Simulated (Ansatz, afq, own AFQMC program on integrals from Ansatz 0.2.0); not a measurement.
**AlNH₃ (quartet): quantum Monte Carlo beside coupled cluster at distance Al1–H4 along a hydrogen transfer = 1.991 Å, cc-pVTZ**

Aim: compute AlNH₃ (quartet) with auxiliary-field quantum Monte Carlo on the same integrals as coupled cluster, and set the energies side by side.

The runs use Ansatz 0.2.0, Gaussian basis, and an in-house AFQMC program (afq) on its integrals; all values are calculated; cc-pVTZ, frozen cores.

Plan: PBE (unrestricted); CCSD(T) on UHF; r2SCAN (unrestricted); PBE0 (unrestricted); B3LYP (unrestricted); wB97M-V (unrestricted); B2PLYP (unrestricted); CCSDT(Q) on UHF; Phaseless AFQMC, CISD trial on UHF.

**1. The system**

The geometry derives from fragments relaxed apart (PBE0/def2-TZVP) and kept rigid, so it is no stationary point. A hydrogen atom is moved between rigid fragments.

5 atoms, charge 0, spin multiplicity 4.

Atoms are counted from 1 here; the program's logs count them from 0.

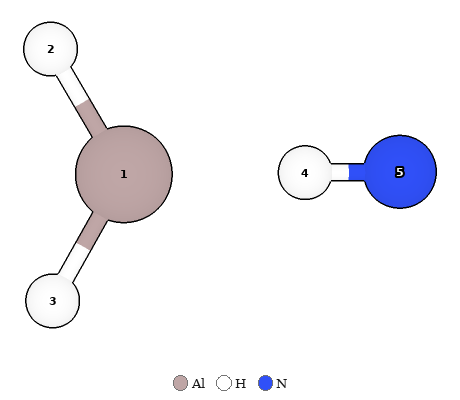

The geometry (aluminium light grey, hydrogen white, nitrogen blue); atoms are numbered from 1 in the order of the file.

**2. PBE (unrestricted)**

The input, in.yaml:

```yaml
crystal:
  periodic: [false, false, false]
  atoms:
    - {symbol: Al, position_ang: [-0.973885, 0.000000, 0.000000]}
    - {symbol: H, position_ang: [-1.766809, 1.373384, 0.000000]}
    - {symbol: H, position_ang: [-1.766809, -1.373384, 0.000000]}
    - {symbol: H, position_ang: [1.017115, 0.000000, 0.000000]}
    - {symbol: N, position_ang: [2.057115, 0.000000, 0.000000]}
basis:
  gaussian: {orbitals: cc-pVTZ}
magnetization: {spin_polarized: true, initial_magnetization: 3}
hamiltonian: {xc: {name: PBE}}
output: {orbitals: {seedname: orbitals}}
```

Launch:

```sh
> ansatz run in.yaml --threads 1 --pin off --events-out ev --progress --plain --max-ram 8192MiB --backend cpu
```

The program printed:

```text
Functional definition: PBE
  name "PBE"
  cite "Perdew, Burke & Ernzerhof, Phys. Rev. Lett. 77, 3865 (1996) doi:10.1103/PhysRevLett.77.3865"
  parent pbe
  parameter kappa = 0.804
  parameter beta = 0.06672455060314922
  exchange = pbe_x(kappa = kappa, mu = beta*pi^2/3)
  correlation = pbe_c(beta = beta)
628 factors; their error is unknown
mean field evaluation 1: about -8122.7880 eV, gradient 2.0e1 eV
mean field evaluation 2: about -8121.1423 eV, gradient 2.7e1 eV
mean field evaluation 4: about -8124.8454 eV, gradient 7.9e-1 eV
mean field evaluation 8: about -8124.8395 eV, gradient 1.4e-2 eV
mean field evaluation 16: about -8123.1919 eV, gradient 5.1e0 eV
mean field -8124.83954975 eV, -298.5823462391 hartree, gradient 4.5e-5 eV, S^2 3.755449; 0 other end points of the search recorded, 0 dependent functions left out
reference -8124.83959424 eV, -298.5823478742 hartree; 13, 10 occupied and 93, 96 virtual orbitals, 628 factors
Total energy: -8124.83959424 eV, -298.5823478742 hartree
```

It took 1.6 s on 1 thread of AMD EPYC 7R13 (Zen 3), shared host; peak memory 1.9 GiB.

From the report: ⟨S²⟩ of the determinant 3.755 (pure quartet: 3.75).

**3. CCSD(T) on UHF**

in.yaml: that of step 2 with these lines changed.

```diff
@@ -11,3 +11,2 @@
 magnetization: {spin_polarized: true, initial_magnetization: 3}
-hamiltonian: {xc: {name: PBE}}
-output: {orbitals: {seedname: orbitals}}
+correlation: {method: ccsd_t, electrons: outside_noble_gas, hamiltonian_folder: ham}
```

Launch:

```sh
> ansatz run in.yaml --threads 1 --pin off --events-out ev --progress --plain --max-ram 24576MiB --backend cuda --devices 0, --max-vram 18GiB
```

The program printed, shortened:

```text
Functional definition: HF
  name "HF"
  cite "Fock, Z. Phys. 61, 126 (1930) doi:10.1007/BF01340294"
  parent pbe
[...]
628 factors; integrals over basis functions are off by at most 1.2e-3 eV
[...]
mean field -8108.82239550 eV, -297.9937266772 hartree, gradient 2.7e-6 eV, S^2 3.775557; 1 other end points of the search recorded, 0 dependent functions left out
determinant -8108.82239550 eV, -297.9937266772 hartree, with singles and doubles -8115.78646397 eV, -298.2496514732 hartree
determinant -8107.07634225 eV, -297.9295604038 hartree, with singles and doubles -8114.18031722 eV, -298.1906266690 hartree
6 core orbitals not correlated: weight in the atoms' cores, before any rotation towards them, 1.000 or more for the frozen orbitals, at most 0.000 for the correlated occupied ones
reference -8108.82239550 eV, -297.9937266772 hartree; 7, 4 occupied and 93, 96 virtual orbitals, 628 factors
second order -5.80642342 eV of doubles, -0.00000000 eV of singles
cycle   1  -6.82718422 eV  change   -6.3e-1 eV  update   2.1e-2
[...]
cycle   8  -6.84721443 eV  change   -3.5e-7 eV  update   1.3e-5
perturbative correction -0.17469377 eV, -0.0064198777 hartree
Total energy: -8115.84430369 eV, -298.2517770439 hartree
```

Wall time 4.6 s (1 × NVIDIA H100 80GB HBM3 with 1 thread of AMD EPYC 7R13 (Zen 3), shared host); peak host memory 1.9 GiB.

From the report: ⟨S²⟩ of the determinant 3.776 (pure quartet: 3.75); correlation -7.0219 eV; T1 0.015; largest double amplitude 0.03.

This run also writes the integrals to the folder ham.

**4. r2SCAN (unrestricted)**

in.yaml: that of step 3 with these lines changed.

```diff
@@ -11,2 +11,2 @@
 magnetization: {spin_polarized: true, initial_magnetization: 3}
-correlation: {method: ccsd_t, electrons: outside_noble_gas, hamiltonian_folder: ham}
+hamiltonian: {xc: {name: r2SCAN}}
```

Launch:

```sh
> ansatz run in.yaml --threads 1 --pin off --events-out ev --progress --plain --max-ram 8192MiB --backend cpu
```

The program printed:

```text
Functional definition: r2SCAN
  name "r2SCAN"
  cite "Furness, Kaplan, Ning, Perdew & Sun, J. Phys. Chem. Lett. 11, 8208 (2020) doi:10.1021/acs.jpclett.0c02405"
  cite "Furness, Kaplan, Ning, Perdew & Sun, J. Phys. Chem. Lett. 11, 9248 (2020) doi:10.1021/acs.jpclett.0c03077"
  parent r2scan
  parameter k0 = 0.174
  parameter k1 = 0.065
  parameter a1 = 4.9479
  exchange = r2scan_x(k0 = k0, k1 = k1, a1 = a1)
  correlation = r2scan_c
628 factors; their error is unknown
mean field evaluation 1: about -8127.6369 eV, gradient 1.7e1 eV
mean field evaluation 2: about -8127.5041 eV, gradient 1.8e1 eV
mean field evaluation 4: about -8129.1351 eV, gradient 5.0e-1 eV
mean field evaluation 8: about -8129.1246 eV, gradient 1.2e-1 eV
mean field evaluation 16: about -8127.3890 eV, gradient 5.4e0 eV
mean field -8129.12463026 eV, -298.7398200436 hartree, gradient 5.7e-5 eV, S^2 3.761589; 0 other end points of the search recorded, 0 dependent functions left out
reference -8129.12464672 eV, -298.7398206484 hartree; 13, 10 occupied and 93, 96 virtual orbitals, 628 factors
Total energy: -8129.12464672 eV, -298.7398206484 hartree
```

It took 3.7 s on 1 thread of AMD EPYC 7R13 (Zen 3), shared host; peak memory 1.9 GiB.

From the report: ⟨S²⟩ of the determinant 3.762 (pure quartet: 3.75).

**5. PBE0 (unrestricted)**

in.yaml: that of step 4 with these lines changed.

```diff
@@ -11,2 +11,3 @@
 magnetization: {spin_polarized: true, initial_magnetization: 3}
-hamiltonian: {xc: {name: r2SCAN}}
+hamiltonian: {xc: {name: PBE0}}
+output: {orbitals: {seedname: orbitals}}
```

The command is unchanged.

The program printed:

```text
Functional definition: PBE0
  name "PBE0"
  cite "Adamo & Barone, J. Chem. Phys. 110, 6158 (1999) doi:10.1063/1.478522"
  cite "Perdew, Burke & Ernzerhof, Phys. Rev. Lett. 77, 3865 (1996) doi:10.1103/PhysRevLett.77.3865"
  parent pbe
  parameter a = 0.25
  parameter kappa = 0.804
  parameter beta = 0.06672455060314922
  exchange = (1 - a)*pbe_x(kappa = kappa, mu = beta*pi^2/3) + a*exact_x
  correlation = pbe_c(beta = beta)
643 factors; their error is unknown
mean field evaluation 1: about -8124.7004 eV, gradient 1.4e1 eV
mean field evaluation 2: about -8125.0568 eV, gradient 1.2e1 eV
mean field evaluation 4: about -8125.7080 eV, gradient 2.8e-1 eV
mean field evaluation 8: about -8125.7249 eV, gradient 5.0e-3 eV
mean field -8125.72487857 eV, -298.6148814734 hartree, gradient 2.6e-5 eV, S^2 3.758222; 0 other end points of the search recorded, 0 dependent functions left out
reference -8125.72491175 eV, -298.6148826928 hartree; 13, 10 occupied and 93, 96 virtual orbitals, 643 factors
Total energy: -8125.72491175 eV, -298.6148826928 hartree
```

Wall time 1.8 s (1 thread of AMD EPYC 7R13 (Zen 3), shared host); peak memory 1.9 GiB.

From the report: ⟨S²⟩ of the determinant 3.758 (pure quartet: 3.75).

**6. B3LYP (unrestricted)**

in.yaml: that of step 5 with these lines changed.

```diff
@@ -11,3 +11,2 @@
 magnetization: {spin_polarized: true, initial_magnetization: 3}
-hamiltonian: {xc: {name: PBE0}}
-output: {orbitals: {seedname: orbitals}}
+hamiltonian: {xc: {name: B3LYP}}
```

Launched as before.

The program printed, shortened:

```text
Functional definition: B3LYP
  name "B3LYP"
  cite "Stephens, Devlin, Chabalowski & Frisch, J. Phys. Chem. 98, 11623 (1994) doi:10.1021/j100096a001"
  cite "Becke, Phys. Rev. A 38, 3098 (1988) doi:10.1103/PhysRevA.38.3098"
  cite "Lee, Yang & Parr, Phys. Rev. B 37, 785 (1988) doi:10.1103/PhysRevB.37.785"
  cite "Vosko, Wilk & Nusair, Can. J. Phys. 58, 1200 (1980) doi:10.1139/p80-159"
[...]
640 factors; their error is unknown
[...]
mean field -8131.43218737 eV, -298.8246212033 hartree, gradient 3.8e-5 eV, S^2 3.757469; 0 other end points of the search recorded, 0 dependent functions left out
reference -8131.43243176 eV, -298.8246301843 hartree; 13, 10 occupied and 93, 96 virtual orbitals, 640 factors
Total energy: -8131.43243176 eV, -298.8246301843 hartree
```

It took 2 s on 1 thread of AMD EPYC 7R13 (Zen 3), shared host; peak memory 1.9 GiB.

From the report: ⟨S²⟩ of the determinant 3.757 (pure quartet: 3.75).

**7. wB97M-V (unrestricted)**

in.yaml: that of step 6 with these lines changed.

```diff
@@ -11,2 +11,3 @@
 magnetization: {spin_polarized: true, initial_magnetization: 3}
-hamiltonian: {xc: {name: B3LYP}}
+hamiltonian: {xc: {name: wB97M-V}}
+output: {orbitals: {seedname: orbitals}}
```

Same command.

The program printed, shortened:

```text
Functional definition: wB97M-V
  name "wB97M-V"
  cite "Mardirossian & Head-Gordon, J. Chem. Phys. 144, 214110 (2016) doi:10.1063/1.4952647"
  cite "Becke, J. Chem. Phys. 107, 8554 (1997) doi:10.1063/1.475007"
  cite "Vydrov & Van Voorhis, J. Chem. Phys. 133, 244103 (2010) doi:10.1063/1.3521275"
  # Of w^i u^j: cxij and so on, Table III.
[...]
  gx(w, u) = 1 - cx + cx01*u + cx10*w
  gss(w, u) = css00 + css04*u^4 + css10*w + css20*w^2 + css43*w^4*u^3
  gos(w, u) = cos00 + cos10*w + (cos20 + cos21*u)*w^2 + (cos60 + cos61*u)*w^6
[...]
      + integral(e_c_pw_mod_opposite_spin*gos(b97_w_opposite, b97_u_opposite)) + vv10(b, c)
628 factors; their error is unknown
153 factors; integrals over basis functions are off by at most 9.0e-5 eV
[...]
mean field -8129.27852643 eV, -298.7454756233 hartree, gradient 7.6e-5 eV, S^2 3.757052; 0 other end points of the search recorded, 0 dependent functions left out
reference -8129.27857251 eV, -298.7454773168 hartree; 13, 10 occupied and 93, 96 virtual orbitals, 628 factors
Total energy: -8129.27857251 eV, -298.7454773168 hartree
```

It took 6.5 s on 1 thread of AMD EPYC 7R13 (Zen 3), shared host; peak memory 1.9 GiB.

From the report: ⟨S²⟩ of the determinant 3.757 (pure quartet: 3.75).

**8. B2PLYP (unrestricted)**

in.yaml: that of step 7 with these lines changed.

```diff
@@ -11,3 +11,3 @@
 magnetization: {spin_polarized: true, initial_magnetization: 3}
-hamiltonian: {xc: {name: wB97M-V}}
-output: {orbitals: {seedname: orbitals}}
+hamiltonian: {xc: {name: B2PLYP}}
+correlation: {electrons: outside_noble_gas}
```

Launched as before.

The program printed, shortened:

```text
Functional definition: B2PLYP
  name "B2PLYP"
  cite "Grimme, J. Chem. Phys. 124, 034108 (2006) doi:10.1063/1.2148954"
  cite "Becke, Phys. Rev. A 38, 3098 (1988) doi:10.1103/PhysRevA.38.3098"
  cite "Lee, Yang & Parr, Phys. Rev. B 37, 785 (1988) doi:10.1103/PhysRevB.37.785"
[...]
628 factors; integrals over basis functions are off by at most 1.2e-3 eV
[...]
mean field -8124.27541765 eV, -298.5616147671 hartree, gradient 3.5e-6 eV, S^2 3.763564; 0 other end points of the search recorded, 0 dependent functions left out
6 core orbitals not correlated: weight in the atoms' cores, before any rotation towards them, 1.000 or more for the frozen orbitals, at most 0.000 for the correlated occupied ones
reference -8124.27557176 eV, -298.5616204305 hartree; 7, 4 occupied and 93, 96 virtual orbitals, 628 factors
second order -7.11832130 eV of doubles, -0.00000000 eV of singles
Total energy: -8126.19751851 eV, -298.6322506709 hartree
```

Wall time 2.8 s (1 thread of AMD EPYC 7R13 (Zen 3), shared host); peak memory 1.9 GiB.

From the report: ⟨S²⟩ of the determinant 3.764 (pure quartet: 3.75).

**9. CCSDT(Q) on UHF**

in.yaml: that of step 8 with these lines changed.

```diff
@@ -11,3 +11,2 @@
 magnetization: {spin_polarized: true, initial_magnetization: 3}
-hamiltonian: {xc: {name: B2PLYP}}
-correlation: {electrons: outside_noble_gas}
+correlation: {method: ccsdt_q, electrons: outside_noble_gas}
```

Launch:

```sh
> ansatz run in.yaml --threads 1 --pin off --events-out ev --progress --plain --max-ram 24576MiB --backend cuda --devices 0, --max-vram 18GiB
```

The program printed, shortened:

```text
Functional definition: HF
  name "HF"
  cite "Fock, Z. Phys. 61, 126 (1930) doi:10.1007/BF01340294"
  parent pbe
[...]
1297 factors; integrals over basis functions are off by at most 2.6e-7 eV
[...]
mean field -8108.82240337 eV, -297.9937269664 hartree, gradient 2.8e-6 eV, S^2 3.775557; 1 other end points of the search recorded, 0 dependent functions left out
determinant -8108.82240337 eV, -297.9937269664 hartree, with singles and doubles -8115.78648502 eV, -298.2496522467 hartree
determinant -8107.07637277 eV, -297.9295615256 hartree, with singles and doubles -8114.18035941 eV, -298.1906282193 hartree
6 core orbitals not correlated: weight in the atoms' cores, before any rotation towards them, 1.000 or more for the frozen orbitals, at most 0.000 for the correlated occupied ones
reference -8108.82240337 eV, -297.9937269664 hartree; 7, 4 occupied and 93, 96 virtual orbitals, 1297 factors
second order -5.80644138 eV of doubles, -0.00000000 eV of singles
cycle   1  -6.53304878 eV  change   -7.3e-1 eV  update   7.2e-2
[...]
cycle  17  -7.05132491 eV  change    7.0e-7 eV  update   1.3e-6
perturbative correction -0.00555047 eV, -0.0002039761 hartree
Total energy: -8115.87927875 eV, -298.2530623534 hartree
```

Wall time 25 s (1 × NVIDIA H100 80GB HBM3 with 1 thread of AMD EPYC 7R13 (Zen 3), shared host); peak host memory 1.9 GiB.

From the report: ⟨S²⟩ of the determinant 3.776 (pure quartet: 3.75); correlation -7.0569 eV; T1 0.016; largest double amplitude 0.03.

**10. Phaseless AFQMC, CISD trial on UHF**

It reads the integrals that the CCSD(T) run on this determinant wrote.

Launch:

```sh
> afq ham --method phaseless --trial cisd --walkers 1000 --populations 20 --least-time 60 --time-step 0.005 --steps-per-block 50 --equilibration-blocks 28 --max-blocks 4000 --target-error 0.0002 --factor-cut 1e-05 --start spin_pure --seed 8496 --release-times 0.24,0.51,0.99,1.62,2.4 --release-step 0.03 --release-every 3 --taylor-order 6
```

The program printed:

```text
orbitals 100  electrons 7 4  factors 620 of 628
reference energy -297.99372668 Eh
CCSD correlation -0.25163037 Eh in 11 cycles, weight of the determinant in the CISD state 0.8917
energy of the start -298.244617 Eh
 block  time / (1/Eh)  mean weight  energy / Eh
     1     0.250  0.9994  -298.242883
     2     0.500  0.9993  -298.245459
     3     0.750  0.9997  -298.247547
     4     1.000  0.9996  -298.249311
     5     1.250  1.0003  -298.250001
     6     1.500  0.9994  -298.251317
     7     1.750  0.9989  -298.251799
     8     2.000  0.9999  -298.250863
     9     2.250  1.0003  -298.251583
    10     2.500  1.0004  -298.250982
    11     2.750  1.0001  -298.251790
    12     3.000  1.0004  -298.252457
    13     3.250  0.9993  -298.251849
    14     3.500  1.0000  -298.251585
    15     3.750  0.9996  -298.253049
    16     4.000  0.9998  -298.252853
    17     4.250  0.9999  -298.252666
    18     4.500  1.0003  -298.253555
    19     4.750  1.0000  -298.253165
    20     5.000  1.0000  -298.253620
    21     5.250  0.9989  -298.253498
    22     5.500  0.9996  -298.252649
    23     5.750  0.9999  -298.252415
    24     6.000  1.0004  -298.253269
    25     6.250  0.9997  -298.252652
    26     6.500  1.0003  -298.253294
    27     6.750  0.9997  -298.253336
    28     7.000  0.9999  -298.253654
    29     7.250  1.0010  -298.252464
    30     7.500  1.0004  -298.251238
    31     7.750  1.0001  -298.251645
    32     8.000  1.0001  -298.251849
    33     8.250  1.0000  -298.251778
    34     8.500  0.9999  -298.252752
    35     8.750  1.0003  -298.251855
    36     9.000  0.9992  -298.252266
    37     9.250  1.0002  -298.253483
    38     9.500  1.0001  -298.254076
    39     9.750  0.9993  -298.253093
    40    10.000  1.0014  -298.252667
    41    10.250  1.0003  -298.252384
    42    10.500  0.9994  -298.252474
    43    10.750  1.0000  -298.252362
    44    11.000  1.0011  -298.252256
    45    11.250  0.9992  -298.252557
    46    11.500  0.9999  -298.252159
    47    11.750  1.0002  -298.252446
    48    12.000  1.0000  -298.251952
    49    12.250  1.0005  -298.252052
    50    12.500  0.9998  -298.251679
    51    12.750  1.0006  -298.250826
    52    13.000  0.9989  -298.251903
    53    13.250  0.9995  -298.251578
    54    13.500  1.0002  -298.252713
    55    13.750  0.9997  -298.251857
    56    14.000  0.9997  -298.251696
    57    14.250  1.0000  -298.253383
    58    14.500  0.9999  -298.252356
    59    14.750  1.0004  -298.251474
    60    15.000  1.0001  -298.252065
    61    15.250  0.9998  -298.251987
    62    15.500  1.0000  -298.253909
    63    15.750  1.0008  -298.252866
    64    16.000  1.0005  -298.253430
    65    16.250  1.0002  -298.253827
    66    16.500  1.0005  -298.251273
    67    16.750  1.0001  -298.251776
    68    17.000  1.0006  -298.252035
    69    17.250  0.9990  -298.252332
    70    17.500  0.9999  -298.252377
    71    17.750  1.0002  -298.252598
    72    18.000  0.9987  -298.251128
    73    18.250  0.9996  -298.251573
    74    18.500  1.0000  -298.252621
    75    18.750  0.9990  -298.251954
    76    19.000  1.0002  -298.251874
    77    19.250  0.9999  -298.252083
    78    19.500  1.0003  -298.253234
error from the spread of 20 populations
released: time / (1/Eh)  energy / Eh  error  mean overlap
  0.24  -298.252768  0.000210  0.9956
  0.51  -298.253017  0.000203  0.9895
  0.99  -298.253138  0.000112  0.9865
  1.62  -298.253664  0.000221  0.9513
  2.40  -298.253119  0.000251  0.9619
energy -298.252284 +/- 0.000188 Eh
```

It took 49 s on 1 × NVIDIA H100 80GB HBM3 with 2 threads of AMD EPYC 7R13 (Zen 3), shared host; peak host memory 1.9 GiB.

Energy -8115.8581 ± 0.0051 eV. Caveats: constraint bias not in the error.

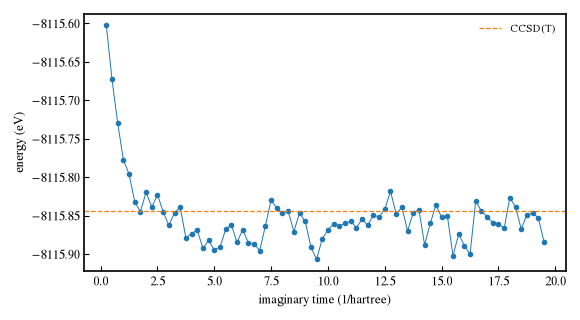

Block energies along the walk.

**11. AFQMC on the ladder**

On the UHF determinant, counted from CCSDT(Q) (a yardstick, not exact):

```tsv
level	energy (eV)	from CCSDT(Q) (kJ/mol)	statistical error (kJ/mol)	time
HF	-8108.8224	+680.9		
MP2	-8114.6288	+120.7		
CCSD	-8115.6696	+20.2		
CCSD(T)	-8115.8443	+3.4		
CCSDT(Q)	-8115.8793	0.0		
Phaseless AFQMC, CISD trial, step 0.005, 1000 walkers	-8115.8581	+2.0	0.5	49 s
```

The functionals' totals stand on their own zeros and serve differences with other points: PBE -8124.840 eV; r2SCAN -8129.125 eV; PBE0 -8125.725 eV; B3LYP -8131.432 eV; wB97M-V -8129.279 eV; B2PLYP -8126.198 eV.

**12. Outcome**

```
                                        quantity              value
                    CCSD(T) on UHF from CCSDT(Q)        +3.4 kJ/mol
Phaseless AFQMC, CISD trial on UHF from CCSDT(Q)  +2.0 ± 0.5 kJ/mol
```

In words: On UHF the phaseless walk with the CISD trial lies +2.0 kJ/mol from CCSDT(Q), 4 times its error bar. Error bars are statistical and leave out the constraint, the time step and what remains of the start.
